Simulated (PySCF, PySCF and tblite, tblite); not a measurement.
# C₈H₁₀O₂S: conformers and averaged spectra

Aim: find the conformers of C₈H₁₀O₂S (`CS(=O)(=O)Cc1ccccc1`), weigh them, and average their properties.

Computed with tblite 0.8.0 (tight binding) and PySCF 2.14.0 (DFT, with response routines of our own); each step states its level. Atoms count from 0 throughout.

### 1 The starting structure

21 atoms, charge 0, multiplicity 1; geometry from: MMFF94s geometry.

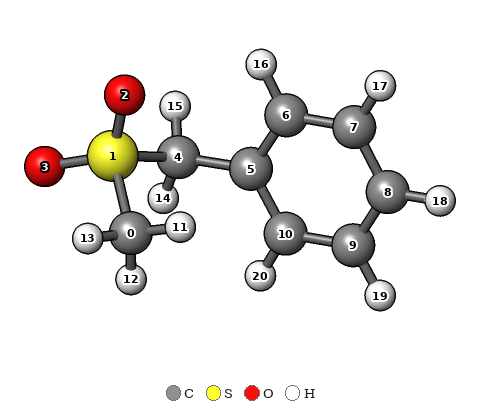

The starting geometry (carbon grey, sulfur yellow, oxygen red, hydrogen white), atoms numbered.

### 2 GFN2-xTB relaxation, conformer 1

What the job is given:

```
{"job": {"xc": "GFN2-xTB", "basis": "xTB", "kind": "relax"}, "charge": 0, "multiplicity": 1}
C     -2.176600     0.149900     1.069600
S     -2.245200     0.610200    -0.659300
O     -1.912400     2.015000    -0.746700
O     -3.504500     0.121100    -1.181400
C     -0.943600    -0.348700    -1.428600
C      0.349500    -0.237800    -0.683600
C      1.108500     0.948300    -0.716200
C      2.313200     1.045900    -0.001200
C      2.776100    -0.047700     0.734700
C      2.034300    -1.230000     0.768500
C      0.834900    -1.329100     0.057400
H     -1.268500     0.524900     1.521100
H     -2.255600    -0.932400     1.161800
H     -3.040100     0.611100     1.562300
H     -1.291200    -1.376300    -1.484000
H     -0.833300     0.023500    -2.448200
H      0.764900     1.810600    -1.280400
H      2.878300     1.959700    -0.032900
H      3.706200     0.034900     1.287700
H      2.411400    -2.076500     1.341000
H      0.284700    -2.259600     0.096100
```

On the command line:

```bash
OMP_NUM_THREADS=1 python ens_run.py task.json out
```

The driver reads the study from task.json and runs its stages one after another.

Log:

```text
step      E/eV     max force
  0    -913.46648    1.128
  1    -913.52202    0.605
  2    -913.54658    0.352
  3    -913.56000    0.191
  4    -913.56255    0.153
  5    -913.56440    0.096
  6    -913.56546    0.101
  7    -913.56661    0.092
  8    -913.56748    0.065
  9    -913.56805    0.055
 10    -913.56849    0.052
 11    -913.56889    0.052
 12    -913.56926    0.048
 13    -913.56964    0.046
 14    -913.57007    0.058
 15    -913.57053    0.057
 16    -913.57099    0.056
 17    -913.57147    0.054
 18    -913.57197    0.063
 19    -913.57248    0.068
 20    -913.57297    0.057
 21    -913.57343    0.050
 22    -913.57386    0.046
 23    -913.57424    0.057
 24    -913.57453    0.041
 25    -913.57477    0.036
 26    -913.57477    0.036
 27    -913.57488    0.033
 28    -913.57512    0.025
 29    -913.57519    0.024
 30    -913.57543    0.038
 31    -913.57569    0.052
 32    -913.57591    0.051
 33    -913.57615    0.041
 34    -913.57639    0.042
 35    -913.57662    0.034
 36    -913.57679    0.025
 37    -913.57692    0.024
 38    -913.57703    0.029
 39    -913.57713    0.024
 40    -913.57722    0.020
 41    -913.57729    0.021
 42    -913.57737    0.025
 43    -913.57747    0.025
 44    -913.57756    0.024
 45    -913.57766    0.020
 46    -913.57776    0.025
 47    -913.57789    0.035
 48    -913.57805    0.039
 49    -913.57821    0.031
 50    -913.57836    0.040
 51    -913.57850    0.048
 52    -913.57864    0.036
 53    -913.57874    0.027
 54    -913.57883    0.024
 55    -913.57891    0.037
 56    -913.57901    0.042
 57    -913.57910    0.028
 58    -913.57915    0.016
 59    -913.57918    0.011
 60    -913.57920    0.016
 61    -913.57923    0.016
 62    -913.57925    0.010
 63    -913.57927    0.009
 64    -913.57928    0.008
 65    -913.57929    0.009
 66    -913.57930    0.007
 67    -913.57931    0.005
 68    -913.57932    0.008
 69    -913.57933    0.009
 70    -913.57934    0.010
 71    -913.57936    0.008
 72    -913.57937    0.008
 73    -913.57939    0.008
 74    -913.57940    0.010
 75    -913.57942    0.010
 76    -913.57945    0.013
 77    -913.57948    0.010
 78    -913.57950    0.010
 79    -913.57952    0.011
 80    -913.57954    0.011
 81    -913.57956    0.009
 82    -913.57957    0.008
 83    -913.57958    0.008
 84    -913.57960    0.008
 85    -913.57961    0.008
 86    -913.57962    0.006
 87    -913.57963    0.005
 88    -913.57963    0.004
 89    -913.57963    0.004
 90    -913.57964    0.004
 91    -913.57964    0.004
```

It took 0.82 s on 1 thread of Arm Neoverse V1, shared host.

Gain 0.113 eV; displacement 0.10 Å root mean square.

GFN2-xTB relaxation, conformer 2:

What the job is given:

```
{"job": {"xc": "GFN2-xTB", "basis": "xTB", "kind": "relax"}, "charge": 0, "multiplicity": 1}
C     -3.524400    -0.122500     0.335400
S     -1.889300     0.304900     0.832500
O     -1.632000    -0.404000     2.093100
O     -1.779000     1.752800     0.746000
C     -0.900000    -0.445200    -0.446900
C      0.555800    -0.188900    -0.196600
C      1.186700     0.962100    -0.707200
C      2.546700     1.198500    -0.458100
C      3.288000     0.284600     0.293000
C      2.666900    -0.852400     0.814700
C      1.313700    -1.090400     0.569000
H     -3.630100    -1.209800     0.303600
H     -3.728700     0.317900    -0.635900
H     -4.226100     0.291100     1.066400
H     -1.117000    -1.507900    -0.469500
H     -1.212700    -0.008000    -1.397300
H      0.621300     1.691100    -1.277500
H      3.013000     2.084100    -0.855400
H      4.335400     0.478300     0.490800
H      3.251900    -1.549800     1.416400
H      0.850900    -1.969400     1.003300
```

Log:

```text
step      E/eV     max force
  0    -913.34535    1.931
  1    -913.44900    0.942
  2    -913.47912    0.572
  3    -913.50394    0.460
  4    -913.50969    0.172
  5    -913.51310    0.184
  6    -913.51616    0.156
  7    -913.51800    0.122
  8    -913.51941    0.079
  9    -913.52000    0.047
 10    -913.52037    0.052
 11    -913.52068    0.053
 12    -913.52093    0.046
 13    -913.52113    0.034
 14    -913.52113    0.034
 15    -913.52123    0.026
 16    -913.52150    0.029
 17    -913.52159    0.037
 18    -913.52182    0.058
 19    -913.52217    0.066
 20    -913.52258    0.059
 21    -913.52316    0.066
 22    -913.52389    0.062
 23    -913.52480    0.078
 24    -913.52587    0.082
 25    -913.52709    0.089
 26    -913.52843    0.093
 27    -913.52981    0.101
 28    -913.53100    0.103
 29    -913.53181    0.064
 30    -913.53225    0.037
 31    -913.53254    0.038
 32    -913.53281    0.056
 33    -913.53306    0.050
 34    -913.53329    0.031
 35    -913.53349    0.031
 36    -913.53367    0.038
 37    -913.53382    0.036
 38    -913.53394    0.024
 39    -913.53403    0.025
 40    -913.53413    0.024
 41    -913.53423    0.033
 42    -913.53432    0.028
 43    -913.53440    0.024
 44    -913.53448    0.022
 45    -913.53454    0.019
 46    -913.53458    0.013
 47    -913.53460    0.010
 48    -913.53462    0.010
 49    -913.53464    0.011
 50    -913.53466    0.009
 51    -913.53466    0.005
 52    -913.53467    0.004
```

It took 0.47 s on 1 thread of Arm Neoverse V1, shared host.

The energy fell by 0.189 eV, and the atoms moved 0.13 Å (root mean square).

### 3 Shieldings, conformer 1: PBE0/pcSseg-1 in chloroform

What the job is given:

```
{"job": {"xc": "PBE0", "basis": "pcSseg-1", "solvent": "chloroform", "kind": "nmr", "pop": true}, "charge": 0, "multiplicity": 1}
C     -2.102246     0.125491     1.099502
S     -2.182283     0.630930    -0.642743
O     -1.804622     2.013525    -0.732977
O     -3.468533     0.256436    -1.164880
C     -0.911023    -0.395257    -1.478794
C      0.362418    -0.282203    -0.725147
C      1.068808     0.916552    -0.737937
C      2.226011     1.052807     0.007255
C      2.695231    -0.006454     0.767357
C      1.999367    -1.203256     0.782821
C      0.836435    -1.338903     0.044890
H     -1.123899     0.382817     1.482304
H     -2.286941    -0.938868     1.152378
H     -2.875741     0.670889     1.625138
H     -1.311643    -1.404075    -1.506829
H     -0.846821     0.013386    -2.484351
H      0.692697     1.743139    -1.320004
H      2.764906     1.988177    -0.005835
H      3.601112     0.100043     1.345110
H      2.361514    -2.033157     1.371294
H      0.296335    -2.275077     0.059356
```

Log:

```text
coarse grid: 18688 points
cycle   1  E = -858.3957094951  dE =  2.497e+00  |g| = 1.143e+00  |ddm| = 4.589e+00
cycle   2  E = -857.9196400840  dE =  4.761e-01  |g| = 1.981e+00  |ddm| = 2.664e+00
cycle   3  E = -858.6289873770  dE = -7.093e-01  |g| = 1.783e-01  |ddm| = 1.867e+00
cycle   4  E = -858.6360884983  dE = -7.101e-03  |g| = 6.345e-02  |ddm| = 2.318e-01
cycle   5  E = -858.6369675015  dE = -8.790e-04  |g| = 2.459e-02  |ddm| = 7.801e-02
cycle   6  E = -858.6371226919  dE = -1.552e-04  |g| = 4.171e-03  |ddm| = 2.454e-02
cycle   7  E = -858.6371268427  dE = -4.151e-06  |g| = 1.420e-03  |ddm| = 5.000e-03
final grid: 177552 points
cycle   8  E = -858.7262242481  dE = -4.786e-05  |g| = 1.276e-02  |ddm| = 5.774e-02
cycle   9  E = -858.7261949651  dE =  2.928e-05  |g| = 1.767e-02  |ddm| = 2.840e-02
cycle  10  E = -858.7262597774  dE = -6.481e-05  |g| = 2.589e-03  |ddm| = 1.661e-02
cycle  11  E = -858.7262610444  dE = -1.267e-06  |g| = 2.211e-04  |ddm| = 2.184e-03
cycle  12  E = -858.7262610508  dE = -6.457e-09  |g| = 1.456e-04  |ddm| = 3.121e-04
cycle  13  E = -858.7262610562  dE = -5.417e-09  |g| = 4.028e-05  |ddm| = 1.802e-04
cycle  14  E = -858.7262610567  dE = -4.100e-10  |g| = 9.347e-06  |ddm| = 4.574e-05
converged SCF energy = -858.7262610567

GIAO shielding tensors (ppm)
atom      isotropic    diamagn.    paramagn.     s11        s22        s33       span
  0 C      142.085     257.390    -115.305    114.921    126.059    185.274     70.352
  1 S      188.405    1050.836    -862.431     49.967    191.924    323.324    273.357
  2 O      140.967     404.024    -263.056     76.438    150.328    196.137    119.699
  3 O      131.047     395.113    -264.066     77.561    110.890    204.691    127.130
  4 C      117.541     254.948    -137.406     95.685    106.076    150.862     55.176
  5 C       51.148     265.820    -214.672    -54.535     29.453    178.526    233.061
  6 C       49.128     252.282    -203.155    -59.242     31.846    174.779    234.021
  7 C       51.889     254.272    -202.384    -58.475     34.457    179.684    238.158
  8 C       51.675     254.675    -203.000    -59.599     33.840    180.785    240.385
  9 C       52.022     254.418    -202.396    -58.789     36.110    178.745    237.534
 10 C       50.010     252.231    -202.221    -56.664     41.173    165.521    222.185
 11 H       29.965      34.420      -4.455     24.578     31.562     33.754      9.175
 12 H       29.513      31.946      -2.433     25.653     28.343     34.543      8.890
 13 H       29.108      27.855       1.253     26.318     26.647     34.358      8.040
 14 H       27.489      32.719      -5.230     23.877     28.024     30.568      6.691
 15 H       27.279      30.724      -3.445     24.649     26.456     30.733      6.084
 16 H       23.526      34.110     -10.584     19.522     22.117     28.940      9.418
 17 H       23.785      30.596      -6.811     20.261     24.181     26.912      6.650
 18 H       23.816      29.813      -5.997     20.472     24.579     26.398      5.926
 19 H       23.840      30.600      -6.761     20.330     24.383     26.807      6.477
 20 H       23.993      34.076     -10.083     20.448     23.047     28.485      8.037
```

Wall time 58 s (1 thread of Arm Neoverse V1, shared host); peak memory 1.3 GiB.

In short: HOMO -7.31 eV, LUMO -0.67 eV; dipole 5.66 D.

### 4 Shieldings, conformer 2: PBE0/pcSseg-1 in chloroform

What the job is given:

```
{"job": {"xc": "PBE0", "basis": "pcSseg-1", "solvent": "chloroform", "kind": "nmr", "pop": false}, "charge": 0, "multiplicity": 1}
C     -3.532765    -0.078807     0.404469
S     -1.786350     0.274974     0.789959
O     -1.454816    -0.389956     2.017625
O     -1.591663     1.694855     0.716947
C     -0.860705    -0.518964    -0.580723
C      0.572263    -0.247689    -0.291206
C      1.170328     0.920637    -0.747698
C      2.481082     1.209952    -0.414076
C      3.203470     0.339624     0.384659
C      2.609139    -0.820474     0.851785
C      1.298710    -1.112000     0.518938
H     -3.668473    -1.151992     0.392961
H     -3.764698     0.366009    -0.553954
H     -4.135335     0.369674     1.184343
H     -1.107884    -1.575518    -0.549040
H     -1.205223    -0.050314    -1.497267
H      0.602772     1.607056    -1.357850
H      2.938036     2.119815    -0.773709
H      4.226028     0.567307     0.646539
H      3.165951    -1.497817     1.482001
H      0.831213    -2.009429     0.895266
```

Log:

```text
coarse grid: 18688 points
cycle   1  E = -858.3943313519  dE =  2.499e+00  |g| = 1.142e+00  |ddm| = 4.585e+00
cycle   2  E = -857.9171881316  dE =  4.771e-01  |g| = 1.980e+00  |ddm| = 2.605e+00
cycle   3  E = -858.6298724093  dE = -7.127e-01  |g| = 1.659e-01  |ddm| = 1.805e+00
cycle   4  E = -858.6360477186  dE = -6.175e-03  |g| = 5.727e-02  |ddm| = 1.977e-01
cycle   5  E = -858.6367883900  dE = -7.407e-04  |g| = 1.890e-02  |ddm| = 6.477e-02
cycle   6  E = -858.6368766582  dE = -8.827e-05  |g| = 4.438e-03  |ddm| = 2.049e-02
cycle   7  E = -858.6368815067  dE = -4.848e-06  |g| = 1.353e-03  |ddm| = 5.015e-03
final grid: 177552 points
cycle   8  E = -858.7254478177  dE = -3.950e-05  |g| = 1.349e-02  |ddm| = 5.244e-02
cycle   9  E = -858.7254159451  dE =  3.187e-05  |g| = 1.866e-02  |ddm| = 2.829e-02
cycle  10  E = -858.7254869411  dE = -7.100e-05  |g| = 2.639e-03  |ddm| = 1.647e-02
cycle  11  E = -858.7254882714  dE = -1.330e-06  |g| = 1.841e-04  |ddm| = 2.207e-03
cycle  12  E = -858.7254882760  dE = -4.632e-09  |g| = 1.162e-04  |ddm| = 2.636e-04
cycle  13  E = -858.7254882792  dE = -3.181e-09  |g| = 4.137e-05  |ddm| = 1.566e-04
cycle  14  E = -858.7254882797  dE = -4.488e-10  |g| = 8.949e-06  |ddm| = 4.569e-05
converged SCF energy = -858.7254882797

GIAO shielding tensors (ppm)
atom      isotropic    diamagn.    paramagn.     s11        s22        s33       span
  0 C      138.599     254.657    -116.058    108.283    117.544    189.971     81.688
  1 S      204.518    1054.461    -849.943     60.669    197.245    355.639    294.970
  2 O      138.569     403.510    -264.940     69.706    103.029    242.972    173.267
  3 O      138.553     404.040    -265.487     69.814    102.914    242.932    173.118
  4 C      119.205     259.107    -139.902    102.409    106.887    148.318     45.909
  5 C       56.166     263.622    -207.456    -51.242     42.021    177.720    228.962
  6 C       48.218     251.820    -203.602    -61.284     37.818    168.120    229.404
  7 C       52.844     254.561    -201.717    -57.605     37.113    179.024    236.628
  8 C       51.790     254.782    -202.992    -60.311     34.657    181.024    241.335
  9 C       52.841     254.572    -201.731    -57.607     37.107    179.025    236.632
 10 C       48.165     251.557    -203.392    -61.360     37.712    168.141    229.501
 11 H       28.898      28.908      -0.010     25.471     27.275     33.947      8.475
 12 H       28.902      29.113      -0.211     25.479     27.289     33.939      8.459
 13 H       28.501      25.313       3.189     25.668     25.987     33.850      8.182
 14 H       27.563      34.273      -6.710     24.384     27.533     30.770      6.386
 15 H       27.566      34.365      -6.799     24.391     27.539     30.769      6.378
 16 H       23.902      34.416     -10.514     20.163     22.584     28.958      8.796
 17 H       23.852      30.512      -6.660     20.308     24.347     26.900      6.592
 18 H       23.825      29.295      -5.470     20.411     24.645     26.418      6.007
 19 H       23.851      30.288      -6.437     20.307     24.345     26.901      6.594
 20 H       23.900      34.245     -10.346     20.162     22.577     28.961      8.799
```

Run time: 54 s. Hardware: 1 thread of Arm Neoverse V1, shared host; peak memory 1.3 GiB.

In short: HOMO -7.30 eV, LUMO -0.61 eV; dipole 4.95 D.

### 5 Averages: properties at PBE0/pcSseg-1 in chloroform

What the job is given:

```
{"job": {"study": "conf", "smiles": "CS(=O)(=O)Cc1ccccc1", "search": {"seed": 790, "n_embed": 90, "ff_keep": 18, "window": 3.0, "nmax": 10, "temps": [180, 230, 298.15, 330, 400], "t_ref": 298.15, "order": 0.0005}, "level": {"nmr": {"xc": "PBE0", "basis": "pcSseg-1", "solvent": "chloroform"}}, "kind": "conf"}, "charge": 0, "multiplicity": 1}
C     -2.102246     0.125491     1.099502
S     -2.182283     0.630930    -0.642743
O     -1.804622     2.013525    -0.732977
O     -3.468533     0.256436    -1.164880
C     -0.911023    -0.395257    -1.478794
C      0.362418    -0.282203    -0.725147
C      1.068808     0.916552    -0.737937
C      2.226011     1.052807     0.007255
C      2.695231    -0.006454     0.767357
C      1.999367    -1.203256     0.782821
C      0.836435    -1.338903     0.044890
H     -1.123899     0.382817     1.482304
H     -2.286941    -0.938868     1.152378
H     -2.875741     0.670889     1.625138
H     -1.311643    -1.404075    -1.506829
H     -0.846821     0.013386    -2.484351
H      0.692697     1.743139    -1.320004
H      2.764906     1.988177    -0.005835
H      3.601112     0.100043     1.345110
H      2.361514    -2.033157     1.371294
H      0.296335    -2.275077     0.059356
```

Log:

```text
conformer  sym    E(xTB)   E(DFT)   G(298.15 K)  weight  dipole/D
    1     C1      0.000    0.000    0.000   0.8707    5.663
    2     Cs      1.037    1.026    1.130   0.1293    4.946

mean shielding (ppm) by class
class atoms           180 K      230 K   298.15 K      330 K      400 K
  0 C  0            141.908    141.786    141.634    141.573     141.46
  1 S  1             189.22    189.787    190.489    190.771    191.294
  2 O  2,3          136.137    136.226    136.338    136.382    136.465
  3 C  4            117.625    117.684    117.756    117.786     117.84
  4 C  5             51.402     51.579     51.797     51.885     52.048
  5 C  6,10          49.499     49.451     49.391     49.367     49.322
  6 C  7,9             52.0     52.031      52.07     52.086     52.114
  7 C  8             51.681     51.685      51.69     51.692     51.696
  8 H  11,12,13       29.49     29.463      29.43     29.417     29.392
  9 H  14,15         27.393       27.4     27.408     27.411     27.417
 10 H  16,20         23.767     23.772     23.778      23.78     23.785
 11 H  17,19         23.814     23.816     23.817     23.818     23.819
 12 H  18            23.817     23.817     23.817     23.817     23.818
```

Run time: 1.9 min. Hardware: 1 thread of Arm Neoverse V1, shared host. This counts the runs that the step sums up.

The search (ETKDG and KDG, MMFF94s, GFN2-xTB) embedded 90 structures, kept 2 distinct ones after the force field and 2 after xTB; 2 were carried on (window 3.0 kcal/mol at the search's own energies). Energies: PBE0/pcSseg-1 in chloroform with D3(BJ).

Conformer by conformer (298 K):

| no. | group | mirror pair | ΔE xTB | ΔE DFT | ΔG | weight (%) | μ (D) | O2–S1–C4–C5 (°) | S1–C4–C5–C6 (°) | A, B, C (GHz) |
| --- | --- | --- | --- | --- | --- | --- | --- | --- | --- | --- |
| 1 | C1 | yes | 0.00 | 0.00 | 0.00 | 87.1 | 5.66 | 65 | -70 | 2.26, 0.62, 0.58 |
| 2 | Cs | no | 1.04 | 1.03 | 1.13 | 12.9 | 4.95 | -65 | -88 | 2.36, 0.61, 0.57 |

Energies in kcal/mol. ΔG holds xTB vibrations and rotation, symmetry numbers and mirror pairs.

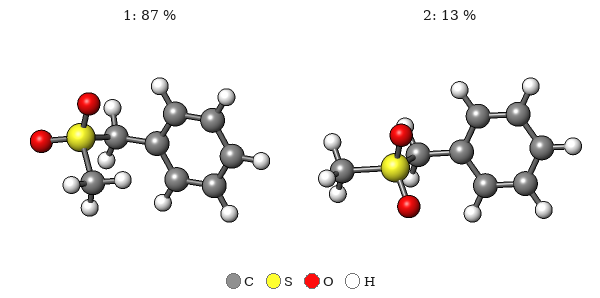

The conformers with their weights.

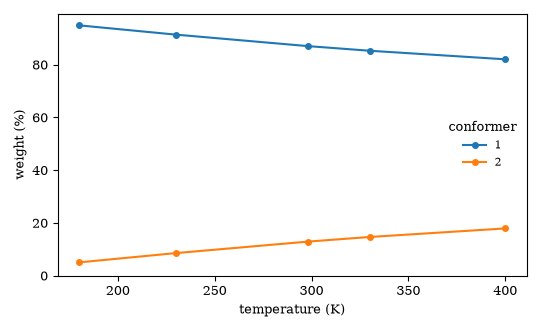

Weights against temperature.

Other ways of weighting, at the same temperature:

| scheme | 1 | 2 | mean μ (D) |
| --- | --- | --- | --- |
| DFT free energy | 87 | 13 | 5.57 |
| DFT energy, symmetry counted | 92 | 8 | 5.61 |
| DFT energy alone | 85 | 15 | 5.55 |
| xTB energy, symmetry counted | 92 | 8 | 5.61 |
| xTB free energy | 87 | 13 | 5.57 |
| lowest conformer only | 100 | 0 | 5.66 |
| equal weights | 50 | 50 | 5.30 |
| conformers found from three starts alone | 100 | 0 | 5.66 |

Shifts against references run at the same level (17O H2O 342.2, 1H TMS 31.70, 13C TMS 187.6 ppm of shielding), by class of atoms, at 298 K:

| atoms | environment | no. 1 | no. 2 | average |
| --- | --- | --- | --- | --- |
| C6, C10 | aromatic CH | 138.0 | 139.4 | 138.2 |
| C8 | aromatic CH | 135.9 | 135.8 | 135.9 |
| C5 | substituted aromatic carbon | 136.4 | 131.4 | 135.8 |
| C7, C9 | aromatic CH | 135.6 | 134.7 | 135.5 |
| C4 | sp3 CH2 bonded to S, on an aromatic ring | 70.1 | 68.4 | 69.8 |
| C0 | methyl carbon bonded to S | 45.5 | 49.0 | 46.0 |
| H16, H20 | hydrogen on an aromatic CH | 7.94 | 7.80 | 7.92 |
| H17, H19 | hydrogen on an aromatic CH | 7.89 | 7.85 | 7.88 |
| H18 | hydrogen on an aromatic CH | 7.88 | 7.87 | 7.88 |
| H14, H15 | hydrogen on an sp3 CH2 bonded to S, on an aromatic ring | 4.31 | 4.13 | 4.29 |
| H11, H12, H13 | hydrogen on a methyl carbon bonded to S | 2.17 | 2.93 | 2.27 |
| S1 | sulfone sulfur | 188 (σ) | 205 (σ) | 190 (σ) |
| O2, O3 | S=O oxygen | 206.2 | 203.7 | 205.9 |

Effective distances for nuclear Overhauser effects, ⟨r⁻⁶⟩^(−1/6) over all pairs of two classes (Å): H17···H18 2.47; H14···H16 2.75; H16···H17 2.76; H11···H14 3.44; H11···H16 3.71.

### 6 What came out

```
                                         quantity                                                value
                                       conformers  2; the first in weight is no. 1 (C1), 87 % at 298 K
                          root-mean-square dipole                                               5.58 D
averaged 13C shifts (PBE0/pcSseg-1 in chloroform)           138.2, 135.9, 135.8, 135.5, 69.8, 46.0 ppm
 averaged 1H shifts (PBE0/pcSseg-1 in chloroform)                     7.92, 7.88, 7.88, 4.29, 2.27 ppm
```

**Reading.** Conformer 1 leads with 87 % at 298 K, and its share goes from 95 % at 180 K to 82 % at 400 K. Among conformers over 5 %, H11, H12, H13 differ by 0.76 ppm, while the average moves by 0.10 ppm from 180 to 400 K.
